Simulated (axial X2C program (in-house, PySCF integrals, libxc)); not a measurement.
**WBr⁺: from the state search to constants, part 1 of 2**

Aim: find the lowest determinant of WBr⁺, scan the bond at several levels and fit the constants, once spin-free and once with spin–orbit coupling.

Method: all-electron X2C, W dyall-cv3z, Br dyall-cv3z; program: an in-house X2C program for linear molecules on PySCF integrals.

All values are calculated.

### Step 1. The job

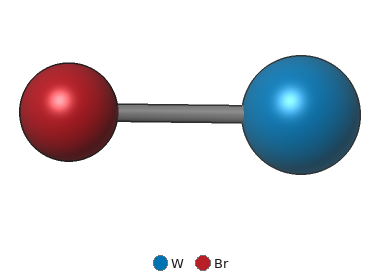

The two atoms at 2.510 Å (tungsten blue, bromine red).

task.json reads:

```json
{"zs": [74, 35], "q": 1, "bas": ["dyall-cv3z", "dyall-cv3z"], "levels": ["PBE0", "HF", "BHandHLYP"], "cc": true, "r0": 2.51, "thr": -1.0, "nmax": 90, "npts": 10, "nst": 2, "ntry": 6}
```

Keys: zs atomic numbers; q charge; bas basis sets; levels methods (HF also brings MP2); cc coupled cluster on or off; r0 starting distance in Å; thr threshold in hartree for freezing inner shells (an s shell follows its p shell); nmax most natural virtual spinors; npts points asked for on the curve; nst determinants followed; ntry starts of the search.

Started as:

```console
> python so2c.py task.json out
```

Spin-free means the one-electron spin-free X2C Hamiltonian; two-component (2c) means X2C with spin–orbit coupling and atomic mean-field two-electron Coulomb and Gaunt terms. Basis: W dyall-cv3z contracted to [13s14p9d7f4g], Br dyall-cv3z contracted to [8s9p6d4f1g]; Gaussian nuclei, density fitting. Masses: W 183.951 u, Br 78.918 u.

Notation: σ, π±, δ± give the projection m of an orbital's angular momentum (0, ±1, ±2), α and β its spin, Λ and M_S the sums; ω is the projection of a spinor's total angular momentum and Ω the sum. Logs are in hartree.

The results follow Hamiltonian by Hamiltonian and level by level.

### Step 2. State search with PBE0

PBE0 moves the distance from 2.510 Å to 2.300 Å and compares determinants there.

Spin-free determinants:

```json
{"ΔE (eV)": "0.00", "state": "M_S = 2, Λ = 1", "open shells": "beyond closed shells: σα, π+α, δ+α, δ-α"}
{"ΔE (eV)": "0.80", "state": "M_S = 2, Λ = 2", "open shells": "beyond closed shells: σα, π+α, π-α, δ+α"}
{"ΔE (eV)": "0.89", "state": "M_S = 2, Λ = 0", "open shells": "beyond closed shells: π+α, π-α, δ+α, δ-α"}
{"ΔE (eV)": "1.05", "state": "M_S = 1, Λ = 1", "open shells": "beyond closed shells: σα, π+β, δ+α, δ-α"}
{"ΔE (eV)": "1.40", "state": "M_S = 1, Λ = 0", "open shells": "beyond closed shells: δ+α, δ-α"}
{"ΔE (eV)": "1.63", "state": "M_S = 2, Λ = 0", "open shells": "beyond closed shells: 2 × σα, δ+α, δ-α"}
{"ΔE (eV)": "2.73", "state": "M_S = 2, Λ = 3", "open shells": "beyond closed shells: 2 × σα, π+α, δ+α"}
```

Two-component determinants:

```
ΔE (eV)  state                                            open shells
   0.00  Ω = 1                excess of +ω over −ω: ω = -3/2, ω = 5/2
   0.33  Ω = 3                 excess of +ω over −ω: ω = 1/2, ω = 5/2
   1.04  Ω = 2                excess of +ω over −ω: ω = -1/2, ω = 5/2
   1.07  Ω = 2   excess of +ω over −ω: 2 × ω = 1/2, ω = -3/2, ω = 5/2
   1.21  Ω = 4                 excess of +ω over −ω: ω = 3/2, ω = 5/2
   1.34  Ω = 0                                           closed shell
   1.42  Ω = 0  excess of +ω over −ω: ω = -1/2, 2 × ω = 3/2, ω = -5/2
```

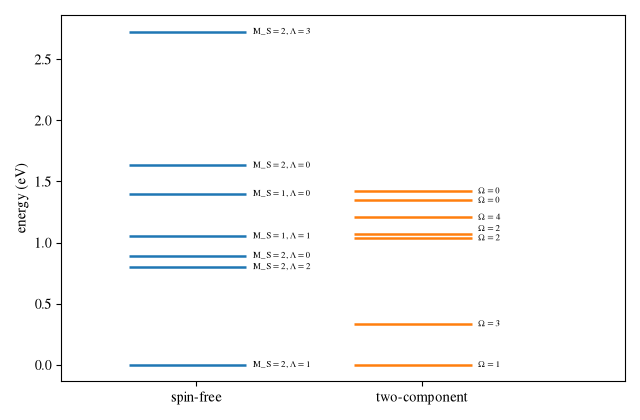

The determinants found, each set from its own lowest.

### Step 3. PBE0, spin-free

State followed: M_S = 2, Λ = 1 (beyond closed shells: σα, π+α, δ+α, δ-α). The scan is laid around 2.300 Å, a first estimate of the minimum, and this SCF restarts from the orbitals of the search.

The SCF at the reference distance of 2.300 Å:

```text
spin-free X2C-1e  PBE0
basis functions 287  fitting functions 1468  grid points 5801
iter        total energy     max residual
   1     -18749.333264963     9.44e-06
   2     -18749.333264965     1.30e-05
   3     -18749.333264967     2.94e-06
converged
one-electron -26939.01914088  Coulomb 8014.85476054  exact exchange -103.60823618  xc functional -317.46020336  nuclear repulsion 595.89955491
```

Along the bond, energies from the lowest point:

```
R (Å)  E (eV)  μ (D)  HOMO (eV)  LUMO (eV)  iterations
2.001  1.3576  -1.91     -11.77      -9.46          12
2.093  0.5433  -2.25     -12.00      -9.68          12
2.162  0.2050  -2.52     -12.17      -9.83          12
2.231  0.0380  -2.78     -12.32      -9.98          12
2.300  0.0000  -3.04     -12.45     -10.12           3
2.381  0.0743  -3.33     -12.59     -10.28          13
2.461  0.2384  -3.59     -12.71     -10.42          14
2.564  0.5330  -3.89     -12.82     -10.58          14
2.691  0.9596  -4.15     -12.91     -10.73          16
2.875  1.6076  -4.31     -12.96     -10.89          17
```

Dipoles are positive if Br is the positive end and refer to the centre of mass.

Outer orbitals at the reference distance:

```json
{"symmetry": "σβ", "occupied": "yes", "ε (eV)": "-28.29", "atomic character": "72% Br s, 9% W d, 8% W p"}
{"symmetry": "σα", "occupied": "yes", "ε (eV)": "-28.15", "atomic character": "72% Br s, 9% W d, 8% W p"}
{"symmetry": "σα", "occupied": "yes", "ε (eV)": "-16.65", "atomic character": "66% Br p, 20% W d, 7% W s"}
{"symmetry": "σβ", "occupied": "yes", "ε (eV)": "-16.39", "atomic character": "73% Br p, 13% W d, 7% W s"}
{"symmetry": "π+α", "occupied": "yes", "ε (eV)": "-15.58", "atomic character": "54% Br p, 39% W d, 3% W f"}
{"symmetry": "π-α", "occupied": "yes", "ε (eV)": "-15.09", "atomic character": "62% Br p, 29% W d, 4% W f"}
{"symmetry": "π+β", "occupied": "yes", "ε (eV)": "-14.95", "atomic character": "75% Br p, 14% W d, 5% W f"}
{"symmetry": "π-β", "occupied": "yes", "ε (eV)": "-14.95", "atomic character": "75% Br p, 14% W d, 5% W f"}
{"symmetry": "δ+α", "occupied": "yes", "ε (eV)": "-13.42", "atomic character": "100% W d"}
{"symmetry": "σα", "occupied": "yes", "ε (eV)": "-13.35", "atomic character": "51% W s, 43% W d, 5% Br p"}
{"symmetry": "δ-α", "occupied": "yes", "ε (eV)": "-13.32", "atomic character": "100% W d"}
{"symmetry": "π+α", "occupied": "yes", "ε (eV)": "-12.45", "atomic character": "60% W d, 28% Br p, 4% W p"}
{"symmetry": "π-α", "occupied": "no", "ε (eV)": "-10.12", "atomic character": "70% W d, 19% Br p, 4% W p"}
{"symmetry": "σα", "occupied": "no", "ε (eV)": "-8.72", "atomic character": "35% W p, 24% W d, 23% W s"}
{"symmetry": "σβ", "occupied": "no", "ε (eV)": "-8.39", "atomic character": "63% W s, 30% W d, 2% Br p"}
{"symmetry": "π+β", "occupied": "no", "ε (eV)": "-8.01", "atomic character": "83% W d, 8% Br p, 4% Br d"}
```

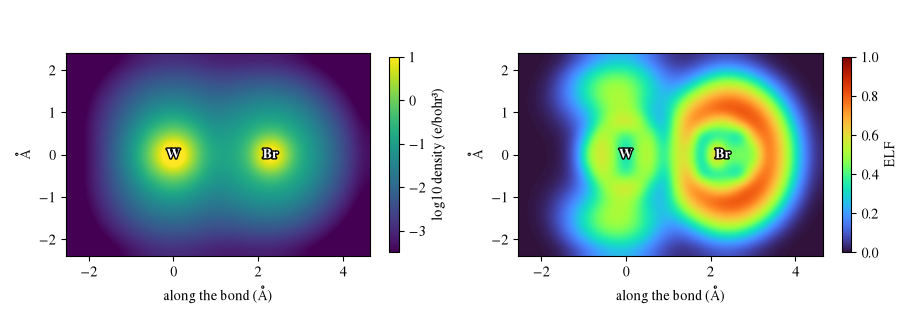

PBE0 fields in a plane through the axis, from a grid of 0.3 Å; W lies at z = 0 and Br at z = 2.300 Å; the ELF is damped to zero where the density is low.

Re = 2.290 Å, ωe = 321 cm⁻¹, ωexe = 0.643 cm⁻¹, Be = 0.05823 cm⁻¹, De = 3.69 eV, μ = -3.00 D.

### Step 4. HF, spin-free

Output at 2.300 Å:

```text
spin-free X2C-1e  HF
basis functions 287  fitting functions 1468  grid points 5801
iter        total energy     max residual
   1     -18742.697770136     9.85e-01
   2     -18742.754698537     1.97e-02
   3     -18742.757173280     1.99e-02
   4     -18742.758943794     1.93e-03
   5     -18742.759240581     1.85e-03
   6     -18742.759354096     9.97e-04
   7     -18742.759452143     6.26e-04
   8     -18742.759501701     3.66e-04
   9     -18742.759517791     1.24e-04
  10     -18742.759521091     6.40e-05
  11     -18742.759521750     2.22e-05
  12     -18742.759521828     1.70e-05
  13     -18742.759521846     1.04e-05
  14     -18742.759521853     6.44e-06
  15     -18742.759521857     2.57e-06
  16     -18742.759521858     5.31e-07
converged
one-electron -26940.98391770  Coulomb 8017.06080091  exact exchange -414.73595997  xc functional 0.00000000  nuclear repulsion 595.89955491
```

No constants are quoted: the solution changes its character somewhere along the scan, so the fit is set aside.

### Step 5. BHandHLYP, spin-free

Output at 2.300 Å:

```text
spin-free X2C-1e  BHandHLYP
basis functions 287  fitting functions 1468  grid points 5801
iter        total energy     max residual
   1     -18749.612077098     3.44e-01
   2     -18749.617142900     8.81e-03
   3     -18749.616874001     1.11e-02
   4     -18749.618146595     6.93e-04
   5     -18749.618177388     1.01e-03
   6     -18749.618199765     3.48e-04
   7     -18749.618219454     1.98e-04
   8     -18749.618223535     6.41e-05
   9     -18749.618223946     1.80e-05
  10     -18749.618223983     5.93e-06
  11     -18749.618223987     2.12e-06
  12     -18749.618223988     1.29e-06
converged
one-electron -26940.05756253  Coulomb 8015.97158242  exact exchange -207.27060129  xc functional -214.16119749  nuclear repulsion 595.89955491
```

Re = 2.304 Å, ωe = 318 cm⁻¹, ωexe = 0.6 cm⁻¹, Be = 0.05752 cm⁻¹, De = 3.27 eV, μ = -3.76 D.

### Step 6. MP2 and beyond, spin-free

Correlated methods: 12 electrons correlated (frozen shells, counted by type: W 5 s, 4 p, 2 d, 1 f; Br 3 s, 2 p, 1 d), 330 virtual spinors in MP2, 90 natural virtuals in coupled cluster.

Output of the correlated part at 2.300 Å:

```text
correlated 12  virtual 330  natural virtual 90  E(MP2) -0.248862942  MP2 remainder -0.010029113
iter   CCSD correlation   residual
   1     -0.248502753   1.22e-01
   2     -0.254555902   6.02e-02
   3     -0.257758266   2.93e-02
   4     -0.258070266   1.26e-02
   5     -0.258213994   5.08e-03
   6     -0.258243984   2.29e-03
   7     -0.258241129   9.19e-04
   8     -0.258247380   4.21e-04
   9     -0.258240215   1.92e-04
  10     -0.258241769   7.53e-05
  11     -0.258240584   2.98e-05
  12     -0.258240775   1.38e-05
  13     -0.258240693   6.59e-06
  14     -0.258240645   3.32e-06
  15     -0.258240626   1.72e-06
(T) -0.012845995  T1 0.0387  D1 0.0869  max T2 0.050
```

T1 in the output is the amplitude norm over the root of the electron number; divide by √2 for the Lee–Taylor value.

MP2: No constants are quoted: the reference changes its character somewhere along the scan, so the fit is set aside.

CCSD: No constants are quoted: the reference changes its character somewhere along the scan, so the fit is set aside.

CCSD(T): No constants are quoted: the reference changes its character somewhere along the scan, so the fit is set aside.

### Step 7. A higher determinant, spin-free

State: M_S = 2, Λ = 2 (beyond closed shells: σα, π+α, π-α, δ+α).

Output at the reference distance:

```text
spin-free X2C-1e  PBE0
basis functions 287  fitting functions 1468  grid points 5801
iter        total energy     max residual
   1     -18749.303832047     1.64e-05
   2     -18749.303832039     2.62e-05
   3     -18749.303832059     4.26e-06
   4     -18749.303832060     2.33e-06
converged
one-electron -26937.70435320  Coulomb 8013.54867565  exact exchange -103.60522136  xc functional -317.44248805  nuclear repulsion 595.89955491
```

```
R (Å)  E above the lowest PBE0 point (eV)
2.001                               2.540
2.093                               1.582
2.162                               1.153
2.231                               0.907
2.300                               0.801
2.381                               0.808
2.461                               0.917
2.564                               1.153
2.691                               1.526
```

Re = 2.334 Å, ωe = 306 cm⁻¹, ωexe = 0.624 cm⁻¹, Be = 0.05602 cm⁻¹, μ = -3.69 D. Te = 0.79 eV.

### Step 8. The spin-free curves together

Energy (eV) of the followed determinant, spin-free, from each level's lowest point:

```
R (Å)   PBE0  HF (jumps)  MP2 (its reference jumps)  CCSD (its reference jumps)  CCSD(T) (its reference jumps)  BHandHLYP
2.001  1.358       1.854                      1.461                         n/a                            n/a      1.491
2.093  0.543       0.862                      0.602                       0.667                          0.671      0.625
2.162  0.205       0.408                      0.237                       0.279                          0.282      0.254
2.231  0.038       0.140                      0.051                       0.072                          0.073      0.060
2.300  0.000       0.014                      0.000                       0.000                          0.000      0.000
2.381  0.074       0.000                      0.068                       0.044                          0.042      0.054
2.461  0.238       0.089                      0.234                       0.185                          0.182      0.204
2.564  0.533       0.301                      0.548                       0.462                          0.458      0.488
2.691  0.960       0.637                      1.037                         n/a                            n/a      0.913
2.875  1.608       1.100                      1.894                         n/a                            n/a      1.574
```

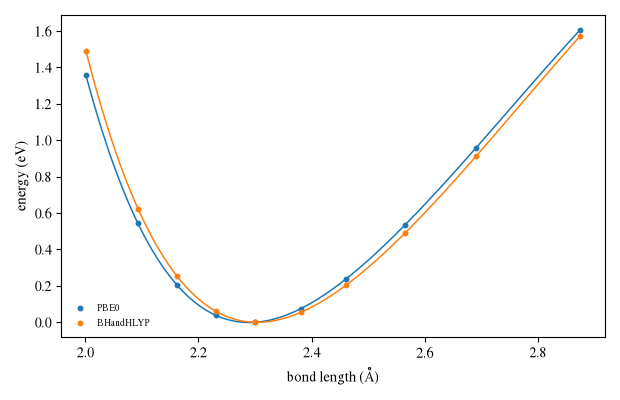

Curves of the followed state, spin-free, each from its own lowest point. Left out: HF, MP2, CCSD, CCSD(T).

(Continued in part 2 of 2.)
